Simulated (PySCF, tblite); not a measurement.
# 2-pentyn-4-one: dynamics, then NMR shifts and electronic excitations on frames, part 2 of 2

tblite 0.8.0 and PySCF 2.14.0. Atoms count from 0. The steps go on from the part before.

## (8) Excited states and response: 625 fs, PBE0/def2-SVPD

The job: settings as JSON, then the geometry in Å.

```
{"job": {"kind": "uv", "xc": "PBE0", "basis": "def2-SVPD", "nstates": 5, "ntriplets": 0}, "charge": 0, "multiplicity": 1}
C      1.314400    -1.221100     1.433100
C      0.112400    -0.416400     1.493500
C     -0.805700     0.331600     1.307300
C     -1.973600     0.988400     0.799900
C     -3.219100     0.155500     1.079300
O     -1.932000     1.817600    -0.064800
H      0.839600    -2.209000     1.622400
H      2.074100    -0.849800     2.290700
H      1.899000    -1.171700     0.589600
H     -3.314100    -0.759400     0.458500
H     -3.093000    -0.170400     2.158900
H     -4.168300     0.695800     0.931900
```

Method: TDDFT PBE0/def2-SVPD, vertical, gas phase, core orbitals frozen in the response.

What it wrote:

```text
coarse grid: 10240 points
cycle   1  E = -268.5900915790  dE =  8.197e-01  |g| = 7.661e-01  |ddm| = 5.607e+00
cycle   2  E = -268.1770200658  dE =  4.131e-01  |g| = 1.614e+00  |ddm| = 4.184e+00
cycle   3  E = -268.7093790560  dE = -5.324e-01  |g| = 1.820e-01  |ddm| = 3.094e+00
cycle   4  E = -268.7174980397  dE = -8.119e-03  |g| = 5.781e-02  |ddm| = 5.060e-01
cycle   5  E = -268.7182128809  dE = -7.148e-04  |g| = 2.351e-02  |ddm| = 1.347e-01
cycle   6  E = -268.7183302131  dE = -1.173e-04  |g| = 9.171e-03  |ddm| = 4.841e-02
cycle   7  E = -268.7183507094  dE = -2.050e-05  |g| = 2.028e-03  |ddm| = 1.413e-02
cycle   8  E = -268.7183516470  dE = -9.376e-07  |g| = 4.948e-04  |ddm| = 4.271e-03
final grid: 99480 points
cycle   9  E = -268.7651704173  dE = -7.804e-06  |g| = 1.093e-02  |ddm| = 9.404e-02
cycle  10  E = -268.7650974346  dE =  7.298e-05  |g| = 2.203e-02  |ddm| = 4.438e-02
cycle  11  E = -268.7651947311  dE = -9.730e-05  |g| = 1.753e-03  |ddm| = 2.933e-02
cycle  12  E = -268.7651954451  dE = -7.140e-07  |g| = 1.411e-04  |ddm| = 2.835e-03
cycle  13  E = -268.7651954488  dE = -3.709e-09  |g| = 7.861e-05  |ddm| = 4.531e-04
cycle  14  E = -268.7651954501  dE = -1.285e-09  |g| = 4.212e-05  |ddm| = 2.157e-04
cycle  15  E = -268.7651954505  dE = -4.425e-10  |g| = 9.565e-06  |ddm| = 7.713e-05
converged SCF energy = -268.7651954505

Static polarisability (au): isotropic 66.044, principal 46.240 56.407 95.487

Singlet excitations
state   eV       nm        f      main configurations
  1   3.9067    317.4   0.00097   H->L 0.95
  2   4.7462    261.2   0.00034   H-1->L 0.98
  3   5.6642    218.9   0.17828   H-2->L 0.83
  4   6.8617    180.7   0.00502   H->L+1 0.55, H-2->L+2 0.13, H->L+2 0.11
  5   7.0354    176.2   0.01036   H-2->L+2 0.31, H->L+1 0.31, H-2->L+1 0.23
```

It took 11 s on 1 thread of Arm Neoverse V2, shared host; peak memory 0.72 GiB.

This run: HOMO -7.61 eV, LUMO -1.60 eV; lowest singlet 3.91 eV.

## (9) Nuclear shieldings: 800 fs, PBE0/pcSseg-1

The job: settings as JSON, then the geometry in Å.

```
{"job": {"kind": "nmr", "xc": "PBE0", "basis": "pcSseg-1", "pop": false}, "charge": 0, "multiplicity": 1}
C      1.552800    -0.528800     1.075100
C      0.304600    -0.020200     0.753100
C     -0.846900     0.328900     0.832800
C     -2.170100     0.777600     0.460700
C     -3.178000    -0.050000     1.133800
O     -2.476800     1.650900    -0.281200
H      2.264600     0.363500     1.006800
H      1.901700    -1.344700     0.451700
H      1.515600    -0.880600     2.087300
H     -2.985300    -1.073800     1.287400
H     -3.171300     0.481200     2.201400
H     -4.113300     0.184700     0.597400
```

Level: GIAO PBE0/pcSseg-1 NMR shielding, non-relativistic, gas phase.

What it wrote:

```text
coarse grid: 10240 points
cycle   1  E = -268.7498694351  dE =  1.015e+00  |g| = 7.864e-01  |ddm| = 3.250e+00
cycle   2  E = -268.4149273992  dE =  3.349e-01  |g| = 1.533e+00  |ddm| = 2.763e+00
cycle   3  E = -268.8681954560  dE = -4.533e-01  |g| = 1.940e-01  |ddm| = 2.102e+00
cycle   4  E = -268.8771541802  dE = -8.959e-03  |g| = 4.960e-02  |ddm| = 2.923e-01
cycle   5  E = -268.8776483326  dE = -4.942e-04  |g| = 1.977e-02  |ddm| = 5.680e-02
cycle   6  E = -268.8777253812  dE = -7.705e-05  |g| = 8.886e-03  |ddm| = 1.891e-02
cycle   7  E = -268.8777433560  dE = -1.797e-05  |g| = 2.135e-03  |ddm| = 7.620e-03
cycle   8  E = -268.8777444405  dE = -1.084e-06  |g| = 3.875e-04  |ddm| = 2.751e-03
final grid: 99480 points
cycle   9  E = -268.9247477269  dE = -1.123e-05  |g| = 1.097e-02  |ddm| = 3.050e-02
cycle  10  E = -268.9246864200  dE =  6.131e-05  |g| = 2.111e-02  |ddm| = 2.723e-02
cycle  11  E = -268.9247711490  dE = -8.473e-05  |g| = 1.745e-03  |ddm| = 1.994e-02
cycle  12  E = -268.9247717947  dE = -6.457e-07  |g| = 2.096e-04  |ddm| = 1.570e-03
cycle  13  E = -268.9247717962  dE = -1.563e-09  |g| = 2.015e-04  |ddm| = 3.277e-04
cycle  14  E = -268.9247718059  dE = -9.686e-09  |g| = 3.987e-05  |ddm| = 1.684e-04
cycle  15  E = -268.9247718063  dE = -3.879e-10  |g| = 7.832e-06  |ddm| = 4.997e-05
converged SCF energy = -268.9247718063

GIAO shielding tensors (ppm)
atom      isotropic    diamagn.    paramagn.     s11        s22        s33       span
  0 C      182.057     250.966     -68.910    172.870    178.158    195.142     22.273
  1 C       87.320     263.471    -176.151      6.888     24.993    230.078    223.190
  2 C       99.717     271.576    -171.858      6.442     19.422    273.287    266.845
  3 C        6.446     246.102    -239.656    -90.330     -0.069    109.736    200.065
  4 C      142.609     254.004    -111.395    118.009    125.561    184.257     66.249
  5 O     -285.935     401.495    -687.430   -813.052   -383.388    338.635   1151.687
  6 H       28.057      27.279       0.778     22.731     26.584     34.856     12.125
  7 H       29.727      29.322       0.405     25.492     27.359     36.329     10.838
  8 H       29.546      28.622       0.924     24.180     28.578     35.880     11.700
  9 H       29.432      31.058      -1.626     26.854     29.978     31.464      4.610
 10 H       27.556      24.891       2.666     25.519     26.651     30.498      4.979
 11 H       28.843      27.708       1.135     25.887     27.509     33.132      7.245
```

Run time: 7.3 s. Hardware: 1 thread of Arm Neoverse V2, shared host; peak memory 0.64 GiB.

In short: δ C3 180.5, C1 99.6, C2 87.2, C4 44.3, H10 4.16, H6 3.66 ppm.

## (10) TDDFT and polarisability: 800 fs, PBE0/def2-SVPD

Same as in step 9 but for these lines:

```diff
@@ -1,2 +1,2 @@
-{"job": {"kind": "nmr", "xc": "PBE0", "basis": "pcSseg-1", "pop": false}, "charge": 0, "multiplicity": 1}
+{"job": {"kind": "uv", "xc": "PBE0", "basis": "def2-SVPD", "nstates": 5, "ntriplets": 0}, "charge": 0, "multiplicity": 1}
 C      1.552800    -0.528800     1.075100
```

With the program's defaults for keys left out, this is: TDDFT PBE0/def2-SVPD, vertical, gas phase, core orbitals frozen in the response.

What it wrote:

```text
coarse grid: 10240 points
cycle   1  E = -268.6019463113  dE =  9.651e-01  |g| = 7.521e-01  |ddm| = 6.289e+00
cycle   2  E = -268.2618037718  dE =  3.401e-01  |g| = 1.508e+00  |ddm| = 4.324e+00
cycle   3  E = -268.7160948105  dE = -4.543e-01  |g| = 1.808e-01  |ddm| = 2.875e+00
cycle   4  E = -268.7241681743  dE = -8.073e-03  |g| = 4.757e-02  |ddm| = 7.975e-01
cycle   5  E = -268.7247064549  dE = -5.383e-04  |g| = 1.196e-02  |ddm| = 1.434e-01
cycle   6  E = -268.7247287569  dE = -2.230e-05  |g| = 7.342e-03  |ddm| = 3.133e-02
cycle   7  E = -268.7247408787  dE = -1.212e-05  |g| = 2.164e-03  |ddm| = 1.316e-02
cycle   8  E = -268.7247420812  dE = -1.203e-06  |g| = 3.686e-04  |ddm| = 5.066e-03
final grid: 99480 points
cycle   9  E = -268.7708897736  dE = -1.240e-05  |g| = 1.031e-02  |ddm| = 1.104e-01
cycle  10  E = -268.7708333291  dE =  5.644e-05  |g| = 1.982e-02  |ddm| = 4.682e-02
cycle  11  E = -268.7709114749  dE = -7.815e-05  |g| = 1.712e-03  |ddm| = 2.766e-02
cycle  12  E = -268.7709121351  dE = -6.602e-07  |g| = 1.793e-04  |ddm| = 3.721e-03
cycle  13  E = -268.7709121365  dE = -1.405e-09  |g| = 1.713e-04  |ddm| = 6.069e-04
cycle  14  E = -268.7709121435  dE = -7.055e-09  |g| = 4.022e-05  |ddm| = 3.107e-04
cycle  15  E = -268.7709121439  dE = -4.155e-10  |g| = 7.628e-06  |ddm| = 1.475e-04
converged SCF energy = -268.7709121439

Static polarisability (au): isotropic 65.363, principal 45.343 55.934 94.812

Singlet excitations
state   eV       nm        f      main configurations
  1   4.2174    294.0   0.00267   H->L 0.96
  2   4.8131    257.6   0.00172   H-1->L 0.97
  3   5.7420    215.9   0.11229   H-2->L 0.75, H-1->L+1 0.11
  4   6.5243    190.0   0.00459   H->L+1 0.57, H-2->L+1 0.20
  5   6.8218    181.7   0.03168   H-2->L+1 0.41, H->L+1 0.32, H-2->L+2 0.15
```

Run time: 12 s. Hardware: 1 thread of Arm Neoverse V2, shared host; peak memory 0.72 GiB.

Key values: HOMO -7.59 eV, LUMO -1.35 eV; lowest singlet 4.22 eV.

## (11) NMR shieldings: 1000 fs, PBE0/pcSseg-1

The job: settings as JSON, then the geometry in Å.

```
{"job": {"kind": "nmr", "xc": "PBE0", "basis": "pcSseg-1", "pop": false}, "charge": 0, "multiplicity": 1}
C      1.541200    -1.062700     1.620600
C      0.361600    -0.382700     1.215200
C     -0.677700     0.164600     1.020800
C     -2.027700     0.475400     0.723600
C     -2.965800    -0.644400     1.482800
O     -2.500500     1.279500    -0.054900
H      1.424300    -1.097300     2.692500
H      2.534500    -0.539600     1.475000
H      1.571800    -2.063400     1.125900
H     -2.982500    -0.350900     2.480900
H     -3.998600    -0.579500     1.054900
H     -2.426700    -1.550400     1.241000
```

With the program's defaults for keys left out, this is: GIAO PBE0/pcSseg-1 NMR shielding, non-relativistic, gas phase.

What it wrote:

```text
coarse grid: 10240 points
cycle   1  E = -268.7438944922  dE =  8.358e-01  |g| = 8.023e-01  |ddm| = 3.304e+00
cycle   2  E = -268.3442513619  dE =  3.996e-01  |g| = 1.639e+00  |ddm| = 2.448e+00
cycle   3  E = -268.8681252983  dE = -5.239e-01  |g| = 1.959e-01  |ddm| = 1.858e+00
cycle   4  E = -268.8771396191  dE = -9.014e-03  |g| = 5.867e-02  |ddm| = 2.746e-01
cycle   5  E = -268.8778905378  dE = -7.509e-04  |g| = 1.392e-02  |ddm| = 6.317e-02
cycle   6  E = -268.8779342573  dE = -4.372e-05  |g| = 3.813e-03  |ddm| = 1.352e-02
cycle   7  E = -268.8779364229  dE = -2.166e-06  |g| = 2.029e-03  |ddm| = 4.477e-03
final grid: 99480 points
cycle   8  E = -268.9260854732  dE =  8.142e-08  |g| = 1.321e-02  |ddm| = 3.600e-02
cycle   9  E = -268.9259699678  dE =  1.155e-04  |g| = 2.701e-02  |ddm| = 3.084e-02
cycle  10  E = -268.9261214414  dE = -1.515e-04  |g| = 1.929e-03  |ddm| = 2.250e-02
cycle  11  E = -268.9261222761  dE = -8.347e-07  |g| = 2.284e-04  |ddm| = 1.538e-03
cycle  12  E = -268.9261222823  dE = -6.237e-09  |g| = 1.579e-04  |ddm| = 3.651e-04
cycle  13  E = -268.9261222877  dE = -5.341e-09  |g| = 5.585e-05  |ddm| = 1.478e-04
cycle  14  E = -268.9261222884  dE = -7.311e-10  |g| = 9.406e-06  |ddm| = 5.434e-05
converged SCF energy = -268.9261222884

GIAO shielding tensors (ppm)
atom      isotropic    diamagn.    paramagn.     s11        s22        s33       span
  0 C      179.712     250.704     -70.992    169.055    179.028    191.052     21.996
  1 C       74.847     264.359    -189.511      6.229     34.495    183.819    177.590
  2 C      106.540     261.827    -155.287     13.082     29.688    276.852    263.770
  3 C      -10.257     249.534    -259.791   -107.866    -15.486     92.581    200.446
  4 C      133.013     257.334    -124.321    100.375    111.112    187.552     87.177
  5 O     -378.730     401.459    -780.189  -1046.143   -440.746    350.700   1396.844
  6 H       29.153      26.991       2.163     23.755     28.451     35.254     11.499
  7 H       28.485      27.830       0.655     24.172     25.882     35.400     11.228
  8 H       28.589      27.831       0.758     23.834     27.059     34.872     11.038
  9 H       29.934      30.621      -0.687     27.930     30.116     31.757      3.827
 10 H       28.729      28.491       0.238     26.318     26.711     33.157      6.840
 11 H       29.013      31.291      -2.277     26.400     29.356     31.284      4.883
```

It took 7.3 s on 1 thread of Arm Neoverse V2, shared host; peak memory 0.64 GiB.

In short: δ C3 197.2, C1 112.1, C2 80.4, C4 53.9, H7 3.23, H8 3.13 ppm.

## (12) TDDFT and polarisability: 1000 fs, PBE0/def2-SVPD

Same as in step 11 but for these lines:

```diff
@@ -1,2 +1,2 @@
-{"job": {"kind": "nmr", "xc": "PBE0", "basis": "pcSseg-1", "pop": false}, "charge": 0, "multiplicity": 1}
+{"job": {"kind": "uv", "xc": "PBE0", "basis": "def2-SVPD", "nstates": 5, "ntriplets": 0}, "charge": 0, "multiplicity": 1}
 C      1.541200    -1.062700     1.620600
```

Method: TDDFT PBE0/def2-SVPD, vertical, gas phase, core orbitals frozen in the response.

What it wrote:

```text
coarse grid: 10240 points
cycle   1  E = -268.5966636934  dE =  7.861e-01  |g| = 7.683e-01  |ddm| = 6.627e+00
cycle   2  E = -268.1962138209  dE =  4.004e-01  |g| = 1.608e+00  |ddm| = 4.707e+00
cycle   3  E = -268.7160915995  dE = -5.199e-01  |g| = 1.849e-01  |ddm| = 3.225e+00
cycle   4  E = -268.7243989213  dE = -8.307e-03  |g| = 5.626e-02  |ddm| = 5.579e-01
cycle   5  E = -268.7251313704  dE = -7.324e-04  |g| = 1.314e-02  |ddm| = 1.186e-01
cycle   6  E = -268.7251683323  dE = -3.696e-05  |g| = 5.415e-03  |ddm| = 3.993e-02
cycle   7  E = -268.7251739301  dE = -5.598e-06  |g| = 2.804e-03  |ddm| = 1.156e-02
final grid: 99480 points
cycle   8  E = -268.7724106105  dE = -1.272e-06  |g| = 1.274e-02  |ddm| = 1.010e-01
cycle   9  E = -268.7722989183  dE =  1.117e-04  |g| = 2.678e-02  |ddm| = 5.205e-02
cycle  10  E = -268.7724436334  dE = -1.447e-04  |g| = 1.852e-03  |ddm| = 3.609e-02
cycle  11  E = -268.7724444267  dE = -7.933e-07  |g| = 2.649e-04  |ddm| = 3.409e-03
cycle  12  E = -268.7724444373  dE = -1.062e-08  |g| = 1.828e-04  |ddm| = 8.000e-04
cycle  13  E = -268.7724444453  dE = -7.931e-09  |g| = 4.432e-05  |ddm| = 3.081e-04
cycle  14  E = -268.7724444458  dE = -4.999e-10  |g| = 8.339e-06  |ddm| = 1.262e-04
converged SCF energy = -268.7724444458

Static polarisability (au): isotropic 66.085, principal 44.325 57.109 96.821

Singlet excitations
state   eV       nm        f      main configurations
  1   3.7738    328.5   0.00063   H->L 0.97
  2   4.7939    258.6   0.00020   H-1->L 0.97
  3   5.8868    210.6   0.13695   H-2->L 0.78, H-1->L+2 0.15
  4   6.6697    185.9   0.02222   H->L+2 0.62, H->L+1 0.30
  5   6.8845    180.1   0.03322   H->L+1 0.61, H->L+2 0.32
```

It took 11 s on 1 thread of Arm Neoverse V2, shared host; peak memory 0.72 GiB.

Key values: HOMO -7.40 eV, LUMO -1.58 eV; lowest singlet 3.77 eV.

## (13) Run by run: NMR shifts

Shifts (ppm) of some atoms, chosen among heavy atoms and hydrogens apart, with basis size and wall time:

```
  frame     C3     C1    C4    C0    H9    H7     O5  functions   time
 250 fs  202.8   98.8  35.5  -1.8  0.61  0.08  801.7        132  7.6 s
 425 fs  192.4   99.9  29.3   8.5  2.09  3.88  749.6        132  7.3 s
 625 fs  186.2  100.0  40.0   9.5  3.24  4.64  711.4        132  7.5 s
 800 fs  180.5   99.6  44.3   4.9  2.29  1.99  622.0        132  7.3 s
1000 fs  197.2  112.1  53.9   7.2  1.78  3.23  714.8        132  7.3 s
```

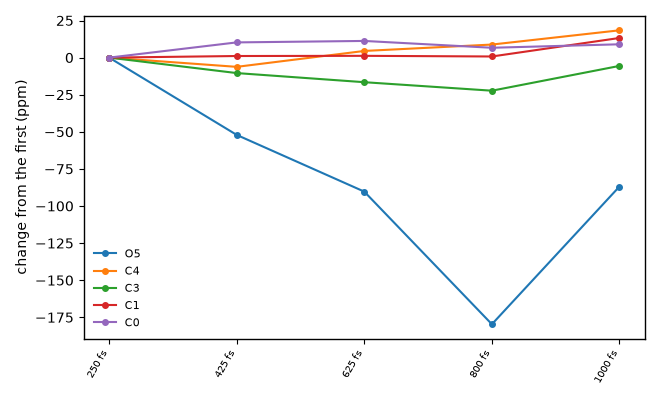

How five of the tabulated atoms move from run to run.

## (14) Comparing the runs: electronic excitations

Excitations and ground-state properties, with basis size and wall time:

```
  frame  lowest singlet (eV)  brightest (eV)      f  gap (eV)  α (Å³)  μ (D)  functions  time
 250 fs                 3.56            5.49  0.158      5.68    9.65   4.13        171  12 s
 425 fs                 3.75            5.52  0.177      5.85    9.80   3.89        171  12 s
 625 fs                 3.91            5.66  0.178      6.01    9.79   3.63        171  11 s
 800 fs                 4.22            5.74  0.112      6.25    9.69   3.97        171  12 s
1000 fs                 3.77            5.89  0.137      5.82    9.79   4.49        171  11 s
```

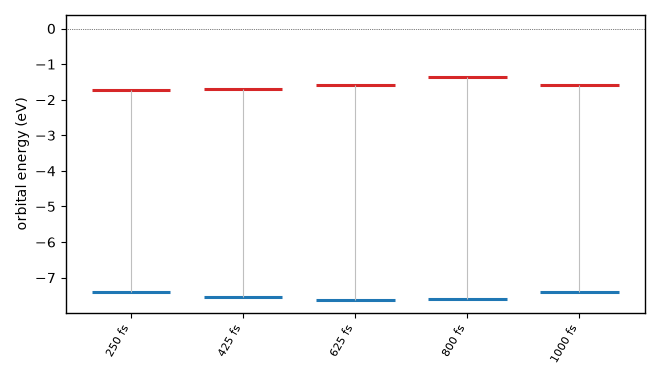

HOMO (blue) and LUMO (red) run by run.

## (15) Results

This closing draws on all 2 parts.

| quantity | value |
| --- | --- |
| thermostat | 600 K |
| mean temperature, second half | 617 K |
| mean potential energy above the minimum | 0.81 eV |
| ¹³C shifts against TMS (PBE0/pcSseg-1, 250 fs) | 202.8, 98.8, 83.7, 35.5, -1.8 ppm |
| ¹H shifts against TMS (PBE0/pcSseg-1, 250 fs) | 3.45, 3.09, 2.42, 2.32, 0.61, 0.08 ppm |
| ¹⁷O shifts against H2O (PBE0/pcSseg-1, 250 fs) | 801.7 ppm |
| lowest singlet (PBE0/def2-SVPD, 250 fs) | 3.56 eV (348 nm), f = 0.000 |
| brightest single state of those computed | state 3, 5.49 eV, f = 0.158 |
| range of the shift of O5 | 622.0 to 801.7 ppm |
| range of the lowest singlet | 3.56 to 4.22 eV |

**Reading.** In the second half the potential energy averages 0.81 eV above the minimum; equipartition over 30 harmonic modes at 600 K would give 0.78 eV. With 12 atoms the temperature swings widely (372 to 775 K). Shifts at one fixed geometry are not the observed spectrum, which averages over the motion. In the first frame run (250 fs): The widest tensor belongs to O5: span 1496 ppm, with a paramagnetic part of -865 ppm. The lowest singlet, at 3.56 eV, is HOMO→LUMO 0.96 and is dark; of the 5 states computed, the strongest absorption comes from state 3 at 5.49 eV. Across the 5 runs the shift of O5 moves most, between 622.0 (800 fs) and 801.7 ppm (250 fs). The lowest singlet runs from 3.56 eV (250 fs) to 4.22 eV (800 fs), while the orbital gap spans 5.68 to 6.25 eV. The lowest state need not be the same one in every run.
